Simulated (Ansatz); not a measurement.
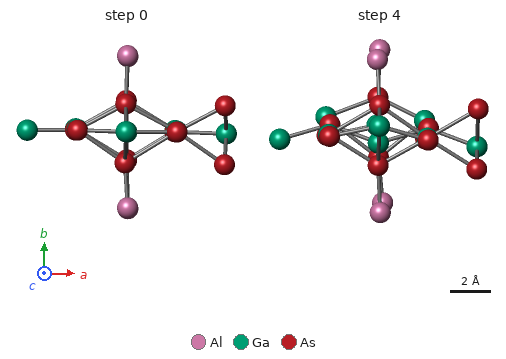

The structure of crystalline AlGa2As3 (a generated structure, set up in P1) (coarse preliminary run) before (left) and after (right) a relaxation, at one scale.

Style: ball-and-stick. Shown: the atoms within 5.8 Å of the atom that moves most (axes of the cell of the calculation), along the c axis.

The calculation used DFT PBE, scalar-relativistic, plane waves, PAW in Ansatz.

Input file:
```yaml
crystal:
  lattice:
    - [-5.0236228774, 0.0355590164, 0.0452941407]
    - [0.0696421543, -0.0412771347, -7.6795941067]
    - [0.0711180327, -10.2025493345, -0.0536919733]
  atoms:
    - { symbol: Al, position: [1.0140755937, 0.4927678487, 0.4998737449] }
    - { symbol: Al, position: [1.0122395564, 0.4986153495, -0.0047287155] }
    - { symbol: Ga, position: [0.4891332424, 1.011420401, 0.5008083398] }
    - { symbol: Ga, position: [0.5063146464, 1.0070242575, -0.0012881201] }
    - { symbol: Ga, position: [1.0036961446, 0.9967084387, 0.7551481837] }
    - { symbol: Ga, position: [0.9974477766, 0.99857253, 0.2674190389] }
    - { symbol: As, position: [0.9856526811, 0.7930686357, 0.9949181116] }
    - { symbol: As, position: [1.003282469, 0.8130829496, 0.4955926963] }
    - { symbol: As, position: [0.9931685982, 0.180311825, 0.9966718593] }
    - { symbol: As, position: [0.9989636567, 0.2027557693, 0.49696725] }
    - { symbol: As, position: [0.4877047245, 1.0033641817, 0.7493673375] }
    - { symbol: As, position: [0.5083209105, 1.0023078131, 0.2492502735] }
basis:
  ecutwfc: 420
kpoints:
  mp_grid: { grid: [4, 4, 2] }
hamiltonian:
  xc: pbe
scf:
  occupations: { method: gaussian, width: 0.2 }
  lower_state_search: "off"
output:
  forces: true
  stress: true
  eigenvalues: true
relax:
  adjacent_minimum: "off"
  f_tol: 0.025
  max_steps: 60
  cell: { stress_tol: 0.25 }
```

Launched with:
```bash
ansatz run input.yaml --threads 1 --pin off --max-ram 2560MiB --backend cpu --events-out ev --progress --plain --runs-dir out
```

Question: Summarise the run.

Answer: The run was cut off at its time limit before the relaxation converged, so the last structure is only a point on the way. After 4 geometry steps the energy has fallen by 64.2 meV per atom. Largest force component: 1.8 eV/Å at the start, 0.5 eV/Å at the end. The pressure goes from −0.06 to −0.77 GPa. The largest move relative to the cell is that of Ga5, 0.59 Å along [0 −3 1]. Largest moves by element: Ga 0.59 Å, Al 0.44 Å, As 0.36 Å. The volume changes by −1.6 %, with a 5.024 → 4.981 Å (−0.9 %), b 7.680 → 7.725 Å (+0.6 %), c 10.203 → 10.077 Å (−1.2 %), α 89.4° → 90.0°, β 90.8° → 89.3°, γ 91.0° → 93.2°. Near-neighbour distances that change, for instance: Ga5–As10 3.058 → 3.745 Å, Ga5–As7 2.891 → 2.542 Å, Ga3–As8 3.024 → 3.358 Å, Ga6–As9 3.082 → 2.801 Å. Among the angles between lasting bonds that change: As11–Ga5–As11 176.5° → 141.9°, Ga5–As11–Ga5 176.5° → 141.9°, As11–Ga3–As12 176.4° → 149.7°. The space group stays P1 (No. 1). Cost: 9.3 min on 1 thread of AMD EPYC (Zen 3) (shared host), peak memory 0.88 GiB.
